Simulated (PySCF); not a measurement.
# C5H6O3Si (SMILES O=C1C=C(O[SiH3])C(=O)C1): what the fields show

```json
{"atom": "O", "x (Å)": "-3.3602", "y (Å)": "0.6872", "z (Å)": "0.6042"}
{"atom": "C", "x (Å)": "-2.2095", "y (Å)": "0.4003", "z (Å)": "0.3901"}
{"atom": "C", "x (Å)": "-1.0603", "y (Å)": "1.3020", "z (Å)": "0.3620"}
{"atom": "C", "x (Å)": "0.0755", "y (Å)": "0.6219", "z (Å)": "0.0874"}
{"atom": "O", "x (Å)": "1.3031", "y (Å)": "1.0446", "z (Å)": "-0.0275"}
{"atom": "Si", "x (Å)": "2.6658", "y (Å)": "0.1435", "z (Å)": "-0.3716"}
{"atom": "C", "x (Å)": "-0.2200", "y (Å)": "-0.8257", "z (Å)": "-0.0957"}
{"atom": "O", "x (Å)": "0.6390", "y (Å)": "-1.6338", "z (Å)": "-0.3493"}
{"atom": "C", "x (Å)": "-1.6948", "y (Å)": "-1.0120", "z (Å)": "0.0933"}
{"atom": "H", "x (Å)": "-1.1500", "y (Å)": "2.3583", "z (Å)": "0.5405"}
{"atom": "H", "x (Å)": "2.9351", "y (Å)": "-0.8090", "z (Å)": "0.6963"}
{"atom": "H", "x (Å)": "3.5776", "y (Å)": "1.2829", "z (Å)": "-0.3285"}
{"atom": "H", "x (Å)": "2.5775", "y (Å)": "-0.4318", "z (Å)": "-1.7063"}
{"atom": "H", "x (Å)": "-2.1684", "y (Å)": "-1.4263", "z (Å)": "-0.7985"}
{"atom": "H", "x (Å)": "-1.9148", "y (Å)": "-1.6940", "z (Å)": "0.9167"}
```

Geometry: GFN2-xTB.

Theory: PBE0/pcSseg-1, SCF density, gas phase, non-relativistic (PySCF).

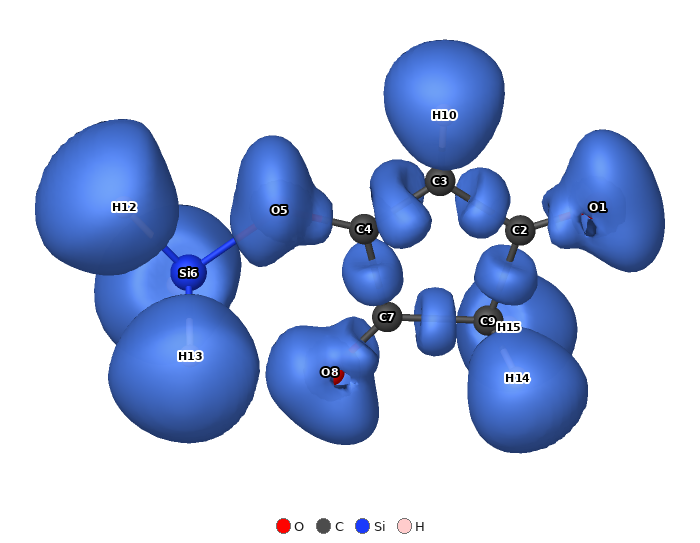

Figure 1. Isosurface of the electron localisation function at 0.75 (blue), seen at a tilt. Only the valence region is drawn (cores and ρ < 0.01 e/Å³ removed).

Question: Describe the localisation domains.

Answer: The surface consists of five regions between bonded C–C atoms (shared pairs), six regions around hydrogen nuclei and three regions on O in which the atom's valence shell and bonds are merged. Along the contacts the grid gives the following. C–O (1.21 Å): the ELF peaks at about 0.85 between the atoms; a multiple bond. C–C (1.35 Å): the ELF peaks at about 0.95 between the atoms, as expected for a covalent bond.

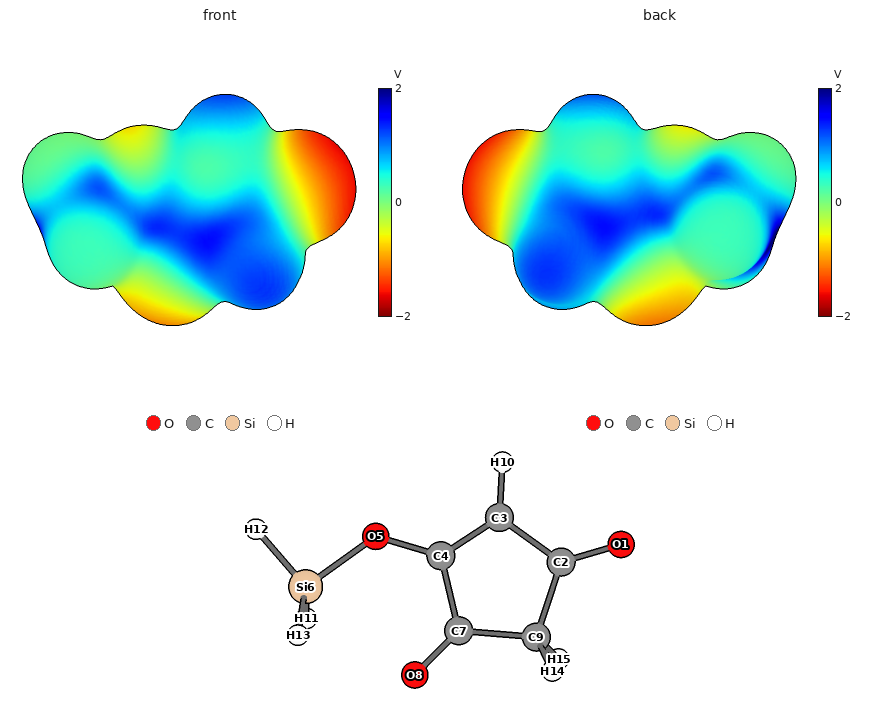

Figure 2. The electrostatic potential painted on the density surface at 0.002 e/bohr³, seen from the front and from behind; the colour scale runs from red (negative) to blue (positive). The bare structure is drawn below in the same view.

Question: Where is the surface potential most negative and most positive?

Answer: The most negative region (about −1.6 V, or −37 kcal/mol for a unit charge) lies over O1, the most positive (about +1.9 V, or +44 kcal/mol for a unit charge) over Si6. O1 is the likeliest acceptor of a hydrogen bond.

Question: What dipole moment does the calculation give?

Answer: Its dipole moment is 1.92 D.

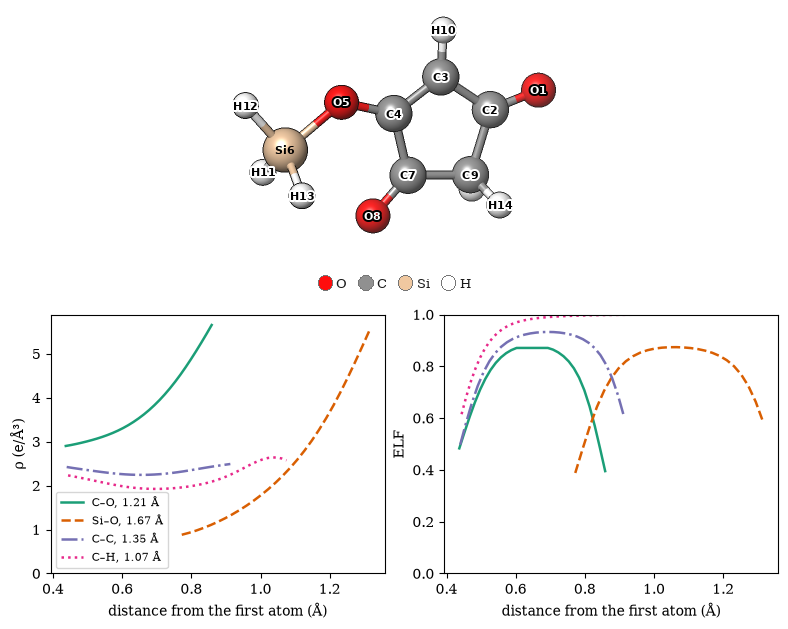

Figure 3. Total electron density and ELF along straight lines between neighbouring atoms. The curves leave out the atomic cores. The structure is drawn too.

Question: Compare the contacts.

Answer: C–O (1.21 Å): the density is about 3.3 e/Å³ at the midpoint; the ELF peaks at about 0.85 between the atoms; a multiple bond.
Si–O (1.67 Å): ρ is about 1 e/Å³ halfway; the ELF peaks at about 0.85 between the atoms: a shared but strongly polarised pair.
C–C (1.35 Å): the density is about 2.2 e/Å³ at the midpoint; the ELF peaks at about 0.95 between the atoms, as expected for a covalent bond.
C–H (1.07 Å): ρ is about 2.1 e/Å³ halfway; the ELF climbs to about 1 towards the hydrogen, as it does in any bond to H; a covalent bond by its length.
